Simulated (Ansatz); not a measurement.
**C₆H₁₆B₂Br₂: density, localisation and related maps**

The calculation's input:

```
crystal:
  periodic: [false, false, false]
  atoms:
    - {symbol: C, position_ang: [-1.003564, -0.353350, -2.667070]}
    - {symbol: C, position_ang: [-2.114805, -0.030010, -1.680874]}
    - {symbol: B, position_ang: [-1.756749, 0.281600, -0.180466]}
    - {symbol: C, position_ang: [-2.855504, 0.625816, 0.886746]}
    - {symbol: Br, position_ang: [-0.483408, -1.277420, 0.622285]}
    - {symbol: B, position_ang: [0.997844, 0.307967, 0.853416]}
    - {symbol: C, position_ang: [1.131783, 0.637905, 2.381430]}
    - {symbol: C, position_ang: [2.219301, -0.008883, -0.088000]}
    - {symbol: C, position_ang: [3.061895, -1.186549, 0.393794]}
    - {symbol: Br, position_ang: [-0.219463, 1.822823, -0.093587]}
    - {symbol: H, position_ang: [-0.441782, -1.236961, -2.355225]}
    - {symbol: H, position_ang: [-1.401236, -0.549769, -3.665337]}
    - {symbol: H, position_ang: [-0.294793, 0.473864, -2.750541]}
    - {symbol: H, position_ang: [-2.836803, -0.858468, -1.652646]}
    - {symbol: H, position_ang: [-2.690727, 0.833758, -2.041896]}
    - {symbol: H, position_ang: [-3.566366, -0.203546, 0.968974]}
    - {symbol: H, position_ang: [-3.420530, 1.509076, 0.570080]}
    - {symbol: H, position_ang: [-2.457740, 0.823482, 1.883337]}
    - {symbol: H, position_ang: [0.179933, 0.844594, 2.872913]}
    - {symbol: H, position_ang: [1.775917, 1.513922, 2.516077]}
    - {symbol: H, position_ang: [1.603925, -0.198065, 2.907861]}
    - {symbol: H, position_ang: [1.889988, -0.180594, -1.116560]}
    - {symbol: H, position_ang: [2.840176, 0.897270, -0.119526]}
    - {symbol: H, position_ang: [2.471163, -2.106235, 0.434023]}
    - {symbol: H, position_ang: [3.906898, -1.371386, -0.273464]}
    - {symbol: H, position_ang: [3.464636, -1.010853, 1.394240]}
basis:
  gaussian: {orbitals: def2-TZVPP}
hamiltonian: {xc: pbe0, dispersion: d4}
output: {orbitals: {seedname: orbitals}}
```

Run with:

```sh
ansatz run in.yaml --threads 11 --pin off --events-out ev --progress --plain --max-ram 174080MiB --backend cuda --devices 0, --max-vram 75GiB
```

Geometry: PBE0-D4/def2-TZVP.

The calculation used Ansatz 0.2.0, RKS PBE0-D4/def2-TZVPP.

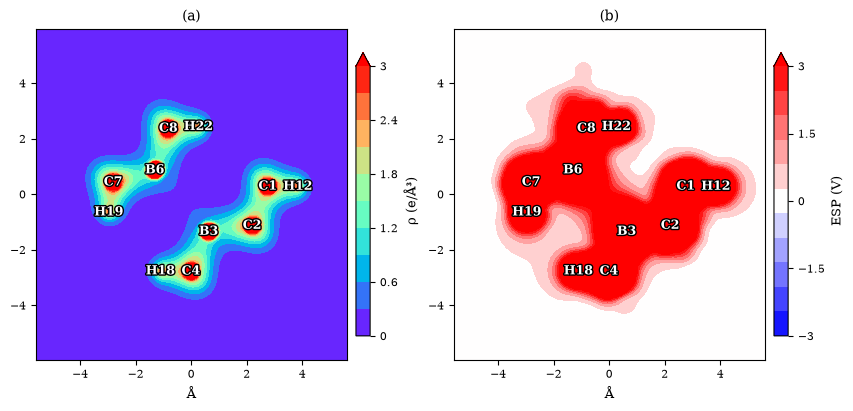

Figure 1. (a) electron density; (b) electrostatic potential on the plane of atoms C1, C2 and B3.

> What do the fields say about this system?

- The section cuts through C, B and H sites.
- C–C (1.52 Å): the density is about 1.6 e/Å³ at the midpoint.
- C–B (1.57 Å): ρ at the midpoint is about 1.4 e/Å³.
- C–H (1.09 Å): the density is about 2 e/Å³ at the midpoint.
- The potential has no marked negative region in this plane.

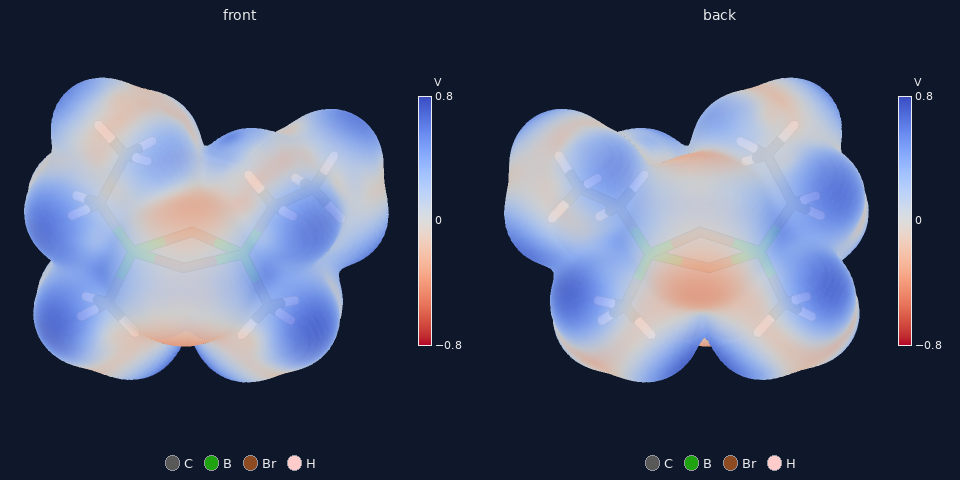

Figure 2. The molecular electrostatic potential painted on the density surface at 0.002 e/bohr³, seen from the front and from behind; red is negative and blue positive.

> Where is the surface potential most negative and most positive?

The most negative region (about −0.3 V) lies over Br5 and Br10, the most positive (about +0.7 V) over the H atoms.

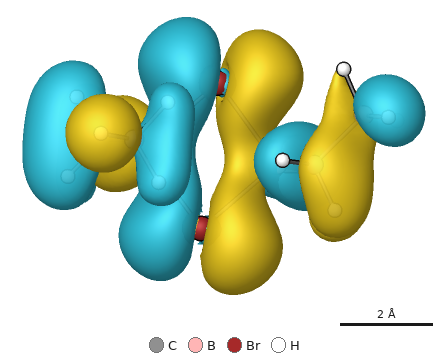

Figure 3. The HOMO−1 at ±0.05 Å⁻³ᐟ² (yellow and cyan are the two phases), seen from one side.

> Where does this orbital lie, and at what energy?

By Hirshfeld shares it lies mainly on Br5 (about 20 %), Br10 (about 20 %), C2 (about 15 %), B3 (about 10 %), C8 (about 5 %) and B6 (about 5 %). Its energy is −8.30 eV.

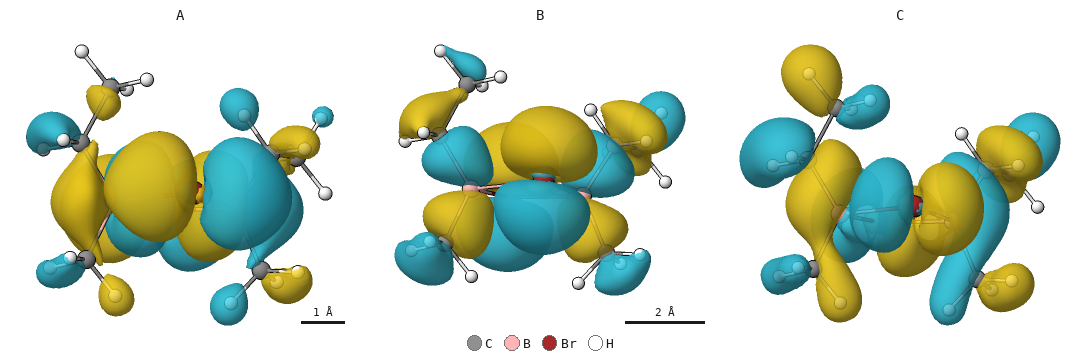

Figure 4. Three frontier orbitals at ±0.06 Å⁻³ᐟ² (yellow and cyan are the two phases), in no order.

> Which picture is the HOMO−1, the HOMO and the LUMO?

C is the HOMO−1 (−8.30 eV). Its weight (Hirshfeld) is mainly on Br5 (about 20 %), Br10 (about 20 %), C2 (about 15 %), B3 (about 10 %), C8 (about 5 %) and B6 (about 5 %). B is the HOMO (−7.88 eV). It lies mainly on Br5 (about 25 %), Br10 (about 25 %), C8 (about 10 %), B6 (about 5 %) and C4 (about 5 %). A is the LUMO (−0.51 eV). By Hirshfeld shares it lies mainly on Br10 (about 20 %), Br5 (about 20 %), B6 (about 20 %) and B3 (about 20 %).

> What is the HOMO–LUMO gap?

7.37 eV between the orbital energies.
